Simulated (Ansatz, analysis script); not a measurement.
**Energy of spin spirals in NiO**

Spirals are solved in the crystal's own cell at each q. What do they say of the order in NiO?

Program: Ansatz 0.2.0. Level of theory: PBEsol with U = 6 eV on Ni d (ortho-atomic projectors), PAW set soft_1 (files made for PBE). Results are calculated unless marked as measured.

Experimental background.

“On the Elastic Anisotropy of the Entropy-Stabilized Oxide (Mg, Co, Ni, Cu, Zn)O” (2020, arxiv:2004.06613) quotes from earlier work for NiO, rock salt (literature value): ordering temperature (Neel temperature) 525 K [literature value quoted in the paper's theory part].

**1. Starting point**

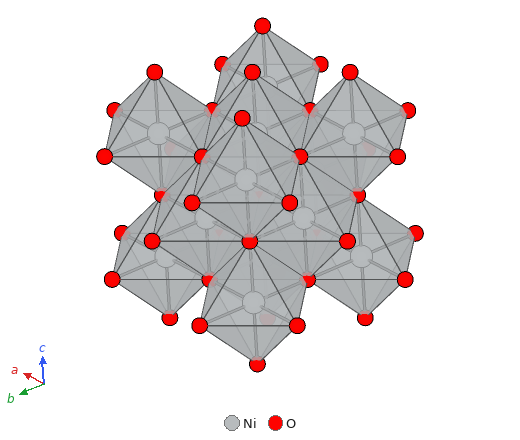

The cell as given, from a free direction (nickel light grey, oxygen red). This picture shows the conventional cell, with its axes. Some periodic images of atoms are drawn too.

**2. The collinear state**

The work starts on two spin channels, which tell the size of the moments.

input.yaml

```yaml
crystal:
  lattice:
    - [0.0, 2.0859016414, 2.0859016414]
    - [2.0859016414, 0.0, 2.0859016414]
    - [2.0859016414, 2.0859016414, 0.0]
  atoms:
    - { symbol: Ni, position: [0.0, 0.0, 0.0], spin: 2.0 }
    - { symbol: O, position: [0.5, 0.5, 0.5] }
magnetization:
  spin_polarized: true
kpoints:
  mp_grid: { grid: [8, 8, 8] }
hamiltonian:
  xc: pbesol
  hubbard:
    projectors: ortho-atomic
    sites: [{ species: Ni, l: d, u_eff: 6.0 }]
  pseudopotentials: { kind: paw, azcp: { folder: soft_1 }, xc_functional: pbe }
scf:
  occupations: { method: fermi_dirac, width: 0.05 }
  max_iter: 120
  convergence: { dr2_threshold: 1.0e-08 }
output:
  write_density: true
  write_potential: true
  elf: true
  volumetric_format: npy
```

Run with:

```console
$ ansatz run input.yaml --threads 1 --pin off --max-ram 2816MiB --backend cpu --events-out ev --progress --plain --runs-dir out
```

Numbers of over 12 decimals in the logs are rounded to 6 here.

The log of the run:

```text
Engine: ansatz 0.2.0, aarch64-unknown-linux-gnu
Pseudopotentials: kind: paw
Pseudopotential: Ni, paw, valence charge 18, recommended cutoff 420 eV (normal), soft_1/Ni.paw.azcp
Pseudopotential: O, paw, valence charge 6, recommended cutoff 420 eV (normal), soft_1/O.paw.azcp
Functional definition: PBEsol
  exchange = pbesol_x
  correlation = pbesol_c
Crystal: 2 atoms, lattice volume = 18.151 Å³
Basis set: ecut = 420 eV, 339 PW (Γ)
Bands: 17, of which v1, the nominal top of the filled ones, is band 12 counted from 1 (11 counted from 0)
Symmetry: 48 space group operations
Space group: Fm-3m (ITA 225), of the structure as read, at distance tolerance 2.6e-5 Å
Magnetic group: BNS 225.116 (UNI 1618), of the structure as read, at distance tolerance 2.6e-5 Å
k-points: 29 of 512
Non-local potential: Ni, projectors of the file, l = 0: 3, l = 1: 2, l = 2: 3, l = 3: 1
Non-local potential: O, projectors of the file, l = 0: 2, l = 1: 2, l = 2: 1
PAW form: soft (Blöchl's): semilocal exchange-correlation on the pseudo side does not see the compensation charge
PAW frozen core: Ni, regenerated for the run's functional, and the local potential with it (the file was generated under x = pbe(κ = 0.804, μ = 0.219515), c = pbe(β = 0.066725))
PAW frozen core: O, regenerated for the run's functional, and the local potential with it (the file was generated under x = pbe(κ = 0.804, μ = 0.219515), c = pbe(β = 0.066725))
PAW one-centre angular grid: Ni, 590 points (default); XC on 64 Gauss nodes
PAW one-centre angular grid: O, 110 points (default); XC on 64 Gauss nodes
Initial density: superposition of atomic densities (chi_scale 0.1, normalization cell, long waves kept (reshape's long-wave potential 0.00 eV rms))
Starting moments: Σ|m| = 2 μB on 1 of 2 sites
Initial wavefunctions: pseudopotential atomic-orbital guess
Functional: x = pbesol(κ = 0.804, μ = 0.123457), c = pbesol(β = 0.046)
SCF iter   1: F=—  HF=-6364.575968 eV  |F-HF|=—  |Δ(HF+E_count)|=         —  Δρ=4.04e-1 (↑1.12e-1 ↓4.04e-1)  dr2=3.23e1  dr2_m=5.13e0  M=0.523 μB ∫|m|=0.526 μB  β_m=0.30  ethr=3.10e-3  ⟨swp⟩=4.0  Hψ=4063  notcnv=0
preconditioner: auto → none  [metal: Δε(μ)=0.047 eV  Ē_g=16.478 eV  σ=0.050 eV  W_gap=0.23  n_scr=8 (ndim 8)  ℏωp=34.9 eV  f_vac=0.000  D(μ)=1.18/eV (n_scr^D=14)  sad-step TF]
SCF iter   2: F=—  HF=-6361.154722 eV  |F-HF|=—  |Δ(HF+E_count)|=    3.42e0  Δρ=6.62e-2 (↑5.52e-2 ↓6.62e-2)  dr2=4.62e-1  dr2_m=1.86e-1  M=1.632 μB ∫|m|=1.634 μB  β_m=1.00  ethr=3.10e-3  ⟨swp⟩=3.4  Hψ=2746  notcnv=0  defer=10
SCF iter   3: F=—  HF=-6361.676726 eV  |F-HF|=—  |Δ(HF+E_count)|=   5.22e-1  Δρ=5.32e-2 (↑3.44e-2 ↓5.32e-2)  dr2=2.87e-1  dr2_m=1.05e-1  M=1.863 μB ∫|m|=1.872 μB  β_m=1.00  ethr=1.93e-3  ⟨swp⟩=2.8  Hψ=2278  notcnv=0  defer=15
SCF iter   4: F=—  HF=-6362.215763 eV  |F-HF|=—  |Δ(HF+E_count)|=   5.39e-1  Δρ=1.34e-2 (↑1.22e-2 ↓1.34e-2)  dr2=2.07e-2  dr2_m=9.89e-3  M=1.934 μB ∫|m|=1.943 μB  β_m=1.00  ethr=1.20e-3  ⟨swp⟩=2.6  Hψ=2418  notcnv=0  defer=16
SCF iter   5: F=—  HF=-6362.580232 eV  |F-HF|=—  |Δ(HF+E_count)|=   3.64e-1  Δρ=2.75e-2 (↑6.38e-3 ↓2.75e-2)  dr2=1.07e-1  dr2_m=2.85e-2  M=1.999 μB ∫|m|=2.010 μB  β_m=1.00  ethr=8.63e-5  ⟨swp⟩=2.9  Hψ=2038  notcnv=0  defer=21
SCF iter   6: F=—  HF=-6362.809683 eV  |F-HF|=—  |Δ(HF+E_count)|=   2.29e-1  Δρ=5.50e-3 (↑2.52e-3 ↓5.50e-3)  dr2=5.39e-3  dr2_m=6.26e-4  M=2.000 μB ∫|m|=2.011 μB  β_m=1.00  ethr=8.63e-5  ⟨swp⟩=2.4  Hψ=1964  notcnv=0  defer=21
SCF iter   7: F=—  HF=-6362.950829 eV  |F-HF|=—  |Δ(HF+E_count)|=   1.41e-1  Δρ=3.84e-3 (↑3.84e-3 ↓7.63e-4)  dr2=1.33e-3  dr2_m=7.09e-4  M=2.000 μB ∫|m|=2.010 μB  β_m=1.00  ethr=2.25e-5  ⟨swp⟩=2.0  Hψ=2153  notcnv=0  defer=27
SCF iter   8: F=—  HF=-6363.032734 eV  |F-HF|=—  |Δ(HF+E_count)|=   8.19e-2  Δρ=4.31e-3 (↑2.17e-3 ↓4.31e-3)  dr2=1.54e-3  dr2_m=1.57e-3  M=2.000 μB ∫|m|=2.011 μB  β_m=1.00  ethr=5.54e-6  ⟨swp⟩=2.0  Hψ=1781  notcnv=0  defer=27
SCF iter   9: F=—  HF=-6363.079826 eV  |F-HF|=—  |Δ(HF+E_count)|=   4.71e-2  Δρ=4.59e-3 (↑8.44e-4 ↓4.59e-3)  dr2=4.37e-3  dr2_m=7.70e-4  M=2.000 μB ∫|m|=2.011 μB  β_m=1.00  ethr=5.54e-6  ⟨swp⟩=2.3  Hψ=1343  notcnv=0  defer=27
SCF iter  10: F=—  HF=-6363.107376 eV  |F-HF|=—  |Δ(HF+E_count)|=   2.76e-2  Δρ=3.83e-3 (↑1.29e-3 ↓3.83e-3)  dr2=4.29e-3  dr2_m=3.24e-4  M=2.000 μB ∫|m|=2.010 μB  β_m=0.30  ethr=5.54e-6  ⟨swp⟩=2.0  Hψ=1391  notcnv=0  defer=27
Mixer restart at iter 10: flushing history
spin-set hold released at iteration 10 (site moments contracting): the magnetisation degrees of freedom join the quasi-Newton model from the next iteration; the mixer history was flushed
SCF iter  11: F=—  HF=-6363.123074 eV  |F-HF|=—  |Δ(HF+E_count)|=   1.57e-2  Δρ=2.23e-3 (↑2.23e-3 ↓1.32e-3)  dr2=2.84e-4  dr2_m=3.05e-4  M=2.000 μB ∫|m|=2.010 μB  β_m=0.56  ethr=5.54e-6  ⟨swp⟩=2.1  Hψ=2001  notcnv=0  defer=29
SCF iter  12: F=—  HF=-6363.145930 eV  |F-HF|=—  |Δ(HF+E_count)|=   2.29e-2  Δρ=9.18e-3 (↑2.81e-3 ↓9.18e-3)  dr2=1.95e-2  dr2_m=1.74e-3  M=2.000 μB ∫|m|=2.011 μB  β_m=0.45  ethr=1.18e-6  ⟨swp⟩=2.2  Hψ=2106  notcnv=0  defer=31
SCF iter  13: F=—  HF=-6363.143505 eV  |F-HF|=—  |Δ(HF+E_count)|=   2.43e-3  Δρ=2.02e-3 (↑1.48e-3 ↓2.02e-3)  dr2=8.91e-5  dr2_m=4.94e-4  M=2.000 μB ∫|m|=2.010 μB  β_m=0.72  ethr=1.18e-6  ⟨swp⟩=2.9  Hψ=2118  notcnv=0  defer=31
SCF iter  14: F=—  HF=-6363.143664 eV  |F-HF|=—  |Δ(HF+E_count)|=   1.59e-4  Δρ=2.88e-4 (↑1.28e-4 ↓2.88e-4)  dr2=1.35e-5  dr2_m=2.51e-6  M=2.000 μB ∫|m|=2.009 μB  β_m=0.65  ethr=3.71e-7  ⟨swp⟩=2.1  Hψ=1831  notcnv=0  defer=32
SCF iter  15: F=—  HF=-6363.143662 eV  |F-HF|=—  |Δ(HF+E_count)|=   1.64e-6  Δρ=1.87e-4 (↑1.87e-4 ↓7.47e-5)  dr2=5.90e-6  dr2_m=7.99e-7  M=2.000 μB ∫|m|=2.009 μB  β_m=0.54  ethr=5.63e-8  ⟨swp⟩=2.0  Hψ=1650  notcnv=0  defer=32
SCF iter  16: F=—  HF=-6363.143660 eV  |F-HF|=—  |Δ(HF+E_count)|=   2.20e-6  Δρ=5.30e-5 (↑4.05e-5 ↓5.30e-5)  dr2=2.87e-8  dr2_m=3.58e-7  M=2.000 μB ∫|m|=2.009 μB  β_m=0.77  ethr=2.46e-8  ⟨swp⟩=2.1  Hψ=1423  notcnv=0  defer=32
SCF iter  17: F=-6363.143660 eV  HF=-6363.143660 eV  |F-HF|=3.30e-10  |Δ(HF+E_count)|=   2.26e-7  Δρ=3.41e-6 (↑3.41e-6 ↓2.79e-6)  dr2=4.19e-10  dr2_m=1.52e-9  M=2.000 μB ∫|m|=2.009 μB  ethr=4.17e-11  ⟨swp⟩=5.4  Hψ=3998  notcnv=0
SCF 1 converged in 17 iterations: F = -6363.143660 eV  dr2 = 4.19e-10
  greatest PAW one-centre occupation: 1.002 electrons in one spin orbital (limit 2), on the Ni atom at site 0 (counted from 0), in its partial waves of l = 1
Symmetry: 8 space group operations
k-points: 78 of 512
Initial density: read from a saved state, or passed on in memory by an earlier SCF of this step, an earlier step, the calling program or the single point that the run made first
Starting moments: Σ|m| = 2 μB on 1 of 2 sites; this step starts from the density that it was given
Initial wavefunctions: those read from a saved state, or passed on in memory by an earlier step or the calling program
iter 1 solved again at ethr=1.73e-12 eV; its pass at ethr=4.17e-6 eV (dr2=4.15e-10 eV) is discarded
SCF iter   1: F=—  HF=-6363.143660 eV  |F-HF|=—  |Δ(HF+E_count)|=         —  Δρ=3.40e-6 (↑3.40e-6 ↓2.79e-6)  dr2=4.15e-10  dr2_m=1.51e-9  M=2.000 μB ∫|m|=2.009 μB  ethr=1.73e-12  ⟨swp⟩=1.0  Hψ=15345  notcnv=0
preconditioner: auto → none  [insulator: Δε(μ)=1.716 eV  Ē_g=16.310 eV  σ=0.050 eV  W_gap=1.00  n_scr=8 (ndim 8)  ℏωp=34.9 eV  f_vac=0.000  D(μ)=0.00/eV (n_scr^D=0)  ε∞_Penn≈5.6]
an SCF along what the orbitals of the run's state read of its open shells (or to have them read: on a GPU, or by another smearing), with 40 of the crystal's symmetry operations given up (78 k-points in place of 29), reached no lower state that the run goes on to. This is no proof of a minimum
SCF converged after 17 iterations
Magnetization: 2.0000 μB (13.0000 up, 11.0000 down)
Absolute magnetization: 2.0044 μB (∫|ρ↑−ρ↓|, with the PAW one-centre terms)
Spin contamination: 0.0016 ħ² per cell (⟨S²⟩ above its minimum at these occupations)
Per-site moments (μB) at R_I (Å): [(1.704565, 0.860434), (0.221732, 0.860434)]
Free energy (F): -6363.143660 eV
Harris-Foulkes:  -6363.143660 eV  (|F-HF|=3.30e-10)
Internal energy: -6363.143660 eV  (E = F + TS)
E sigma→0 (E₀):  -6363.143660 eV
Fermi energy:    14.495987 eV
--- Per-component energies (eV) ---
  E_band       = -360.133564
  E_kinetic    = 498.894073
  E_local      = -3276.494043  (includes V_loc(G=0)·N_el)
  E_nonlocal   = -56.769554
  E_hartree    = 1683.602180
  E_xc         = -180.272970
  E_vxc        = -232.688905  (∫ρ·V_xc dr)
  E_hubbard    = 0.860658  (on-site DFT+U / exact-exchange correction)
  E_vhub       = -23.182641  (the Hubbard potential's part of the band-sum identity)
  E_paw        = -1778.399480  (= ΣΔE_a)
  E_vpaw       = -637.099978  (= ΣTr[D̂ρ^β])
  E_aug_tail   = 0.001808  (compensation charges beyond the density's cutoff)
  E_ewald      = -3254.798910
  E_core_change = 0.232577  (= ΣΔE_core)
  E_smearing   = -0.000000  (= −TS)
  E_closure    = -0.000000  (closes the sum)
  Σ components = -6363.143660   (vs F -6363.143660, Δ=0.00e0)
--- Band table (eV; the first three rows and the last of 58) ---
  k-point 0 ↑: bands = [... 8 lower, 7.9930, 7.9930, 11.6761, 11.6761, 11.6761, 15.7142, 31.7203, 32.7861, ... 1 higher]
  k-point 1 ↑: bands = [... 8 lower, 8.0549, 8.0549, 10.8829, 12.0225, 12.0225, 16.7943, 29.0041, 32.1472, ... 1 higher]
  k-point 2 ↑: bands = [... 8 lower, 8.2780, 8.2780, 10.1638, 12.7380, 12.7380, 18.5170, 26.1747, 30.2089, ... 1 higher]
  k-point 28 ↓: bands = [... 8 lower, 10.1576, 10.8703, 10.8703, 16.0720, 16.5928, 23.2114, 25.1675, 25.1675, ... 1 higher]
Occupation matrices written to <dir>
```

It took 5 s on 1 thread of Arm Neoverse V1, shared host; peak memory 0.34 GiB.

In the SCF lines HF is the Harris–Foulkes energy and dr2 the Hartree energy of the density residual, in eV; the loop may stop once dr2 is under the threshold and the program's other checks hold. Hψ counts applications of the Hamiltonian.

Spin moment in the atom's sphere by atom:

| atom | spin moment in the atom's sphere (μB) |
| --- | --- |
| Ni1 | 1.70 |
| O2 | 0.22 |

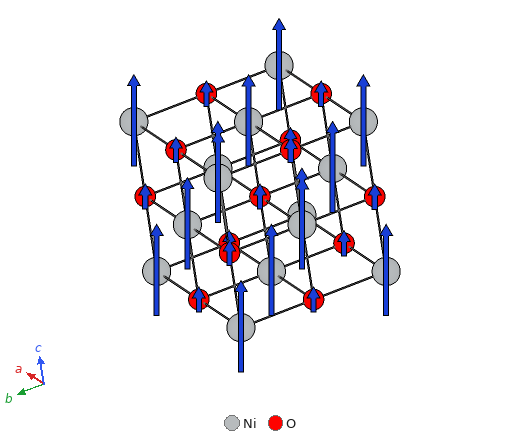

Spin moment in the atom's sphere as arrows, the longest 1.70 μB. Up and down stand for the sign. Arrows give size and sign along the axis of quantisation, drawn up and down the page. Each arrow also spans its atom, so small moments look longer than they are. Some periodic images of atoms are drawn too.

Tables count atoms from 1; parts of the log count from 0.

The run ends ferromagnetic, with a net moment of 2 μB a cell. With one Ni atom carrying the moment, parallel order of its images is forced by the cell, not found.

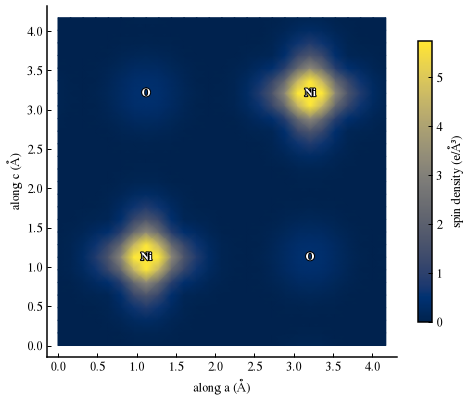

Spin density in the ac plane of the conventional cell at fractional y = 0.000, with atoms of Ni and O within 0.2 Å of it. The map starts off the cell's origin, so that atoms lie inside it.

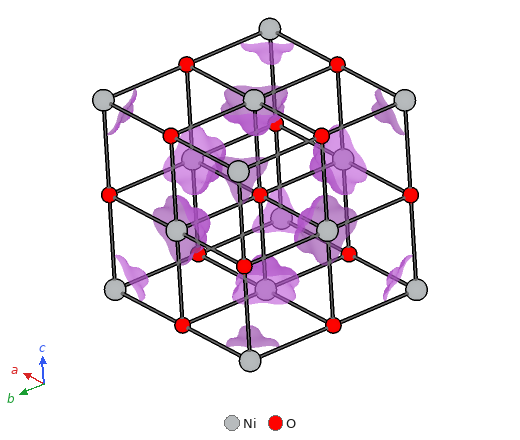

Surface of spin density = 0.44 e/Å³, which holds about 70 % of the integral of its size.

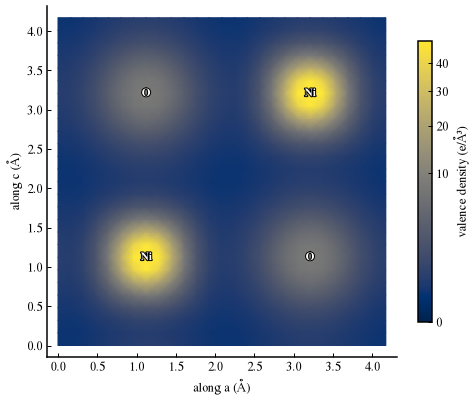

Valence density in the ac plane of the conventional cell at fractional y = 0.000, with atoms of Ni and O within 0.2 Å of it. It is the smooth field of the valence electrons, not physical close to the nuclei. The map starts off the cell's origin, so that atoms lie inside it. The colour scale is stretched toward low values.

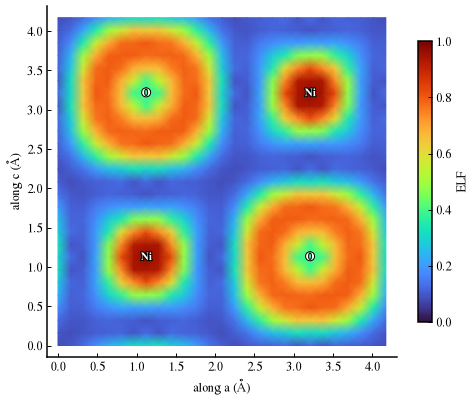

ELF in the ac plane of the conventional cell at fractional y = 0.000, with atoms of Ni and O within 0.2 Å of it. It is the smooth field of the valence electrons, not physical close to the nuclei. The map starts off the cell's origin, so that atoms lie inside it.

Each spiral starts from these moments, tilted 90° from the rotation axis z (a flat spiral), and is free to relax. Spin–orbit coupling is switched off, so the energy does not depend on how the axis lies in the crystal. The folder named start holds the saved collinear state, from which each run begins.

The runs on spinors take the mesh 12×12×12.

**3. q = (0, 0, 0)**

The reference is the same input at q = 0, so that basis and exchange-correlation form match those at other q. Every q is chosen so that q/2 is a mesh vector: every spiral then samples the k-points of q = 0, and much mesh noise cancels.

input.yaml, the sections that differ from step 2:

```yaml
crystal:
  lattice:
    - [0.0, 2.0859016414, 2.0859016414]
    - [2.0859016414, 0.0, 2.0859016414]
    - [2.0859016414, 2.0859016414, 0.0]
  atoms:
    - { symbol: Ni, position: [0.0, 0.0, 0.0], spin: 1.7, spin_axis: [1.0, 0.0, 0.0] }
    - { symbol: O, position: [0.5, 0.5, 0.5] }
kpoints:
  mp_grid: { grid: [12, 12, 12] }
basis:
  ecutwfc: 420.0
magnetization:
  noncollinear: true
  spin_spiral: { q: [0.0, 0.0, 0.0] }
checkpoint:
  read: start
# hamiltonian, scf: as in step 2
# output: removed
```

The log of the run:

```text
Warning: magnetization.spin_spiral: disabling space-group detection — beside a Hubbard shell, its report or a lock it is not worked out which of the operations that keep the spiral keep those too, and one that does not would average them into another order's, and files of the run's orbitals state none, so no spatial operation reduces the k-mesh or symmetrises the density; of a planar spiral with no Hubbard correction or report and no files of its own orbitals, on a mesh that holds points beside their negatives, k and −k, whose spinors are each other's conjugates with the components exchanged, are solved as one point, and the moment along z is held at nought; [rest of the remark cut]
Warning: checkpoint.read: spin treatment differs: saved collinear, current noncollinear; the saved charge density seeds this run and the saved magnetisation is carried along the axis that this deck's starting moments share; the saved density holds an absolute magnetisation of 2.0e0 μB; saved orbitals are not carried; the saved PAW projector densities are carried along that axis; the saved DFT+U occupations are carried along that axis
Warning: checkpoint.read: magnetization.spin_spiral differs: saved none, current q = [0, 0, 0]; the saved state is no spin spiral's: the SCF starts from none of its orbitals and from its density, each atom's moment turned about z as a whole to its place on this deck's spiral. A spiral's own state at q: [0, 0, 0] serves better
[...]
Crystal: 2 atoms, lattice volume = 18.151 Å³
Basis set: ecut = 420 eV, 339 PW (Γ)
Bands: 32, of which v1, the nominal top of the filled ones, is band 24 counted from 1 (23 counted from 0)
Symmetry: 1 space group operations
k-points: 1728
Spin spiral: q = (0, 0, 0) of the reciprocal vectors; moments are told in the frame that turns with it, a site's in that at the site
[...]
SCF iter   2: F=-6363.143721 eV  HF=-6363.143721 eV  |F-HF|=1.24e-9  |Δ(HF+E_count)|=   1.54e-9  Δρ=6.34e-6  dr2=1.87e-9  dr2_m=1.67e-9  ethr=4.01e-11  |M|=2.00e0 ∫|m|=2.01e0 μB  |m|>n=0.0e0 m-floor=0.0e0 τ_xc=5.6e-11 mc-row=0.0e0  ⟨swp⟩=3.2  Hψ=142067  notcnv=0
SCF 1 converged in 2 iterations: F = -6363.143721 eV  dr2 = 1.87e-9
[...]
SCF converged after 2 iterations
Magnetization: |M| = 2.0000 μB,  M = (+2.0000, +0.0000, +0.0000) μB
Absolute magnetization: 2.0048 μB (∫|m|, with the PAW one-centre terms)
  site 0: m = (+1.7046, +0.0000, +0.0000) μB, |m| = 1.7046 μB  (R = 0.86 Å)
  site 1: m = (+0.2217, +0.0000, -0.0000) μB, |m| = 0.2217 μB  (R = 0.86 Å)
Free energy (F): -6363.143721 eV
[...]
Internal energy: -6363.143721 eV  (E = F + TS)
E sigma→0 (E₀):  -6363.143721 eV
Fermi energy:    14.496880 eV
[...]
```

It took 2.8 min on 1 thread; peak memory 2.4 GiB.

The largest moment is 1.70 μB, against 1.70 μB in the collinear run.

**4. q = (0.167, 0, 0.167)**

Only q changes. The cell stays that of the crystal, since the generalised Bloch theorem carries the rotation from cell to cell.

input.yaml, as its differences from that of step 3:

```diff
@@ -24,3 +24,3 @@
   noncollinear: true
-  spin_spiral: { q: [0.0, 0.0, 0.0] }
+  spin_spiral: { q: [0.16666667, 0.0, 0.16666667] }
 checkpoint:
```

The log of the run:

```text
[...]
Crystal: 2 atoms, lattice volume = 18.151 Å³
Basis set: ecut = 420 eV, 339 PW (Γ)
Bands: 32, of which v1, the nominal top of the filled ones, is band 24 counted from 1 (23 counted from 0)
Symmetry: 1 space group operations
k-points: 1728
[...]
SCF iter   7: F=-6363.176767 eV  HF=-6363.176767 eV  |F-HF|=2.58e-9  |Δ(HF+E_count)|=   5.96e-8  Δρ=8.60e-6  dr2=7.68e-9  dr2_m=5.31e-9  ethr=4.17e-11  |M|=1.90e0 ∫|m|=1.95e0 μB  |m|>n=0.0e0 m-floor=0.0e0 τ_xc=3.6e-3 mc-row=0.0e0  ⟨swp⟩=3.1  Hψ=145410  notcnv=0
SCF 1 converged in 7 iterations: F = -6363.176767 eV  dr2 = 7.68e-9
[...]
SCF converged after 7 iterations
Magnetization: |M| = 1.9034 μB,  M = (+1.9034, +0.0000, +0.0000) μB
Absolute magnetization: 1.9427 μB (∫|m|, with the PAW one-centre terms)
  site 0: m = (+1.6859, +0.0000, +0.0000) μB, |m| = 1.6859 μB  (R = 0.86 Å)
  site 1: m = (+0.1745, +0.0000, +0.0000) μB, |m| = 0.1745 μB  (R = 0.86 Å)
Free energy (F): -6363.176767 eV
[...]
Internal energy: -6363.176767 eV  (E = F + TS)
E sigma→0 (E₀):  -6363.176767 eV
Fermi energy:    14.513398 eV
[...]
```

Elapsed: 5.8 min, on 1 thread; peak memory 2.5 GiB.

The energy of the cell lies 33.0 meV below that at q = 0, and the largest moment is 1.69 μB against 1.70 μB.

(Part 1 of 2 ends here.)

[Logs and program files are shortened in this print: banners, set-up blocks, solver, clock and traceback lines can be left out without a mark of their own.]

[Logs are printed without paths, hosts, clocks, repeated set-up lines and the standing remarks that a program may print on its own settings, such as how far it seeks lower states.]

[Hosts, paths, dates, database ids (printed as entryN), source tags and the programs' standing remarks are cut or masked in the printed files.]
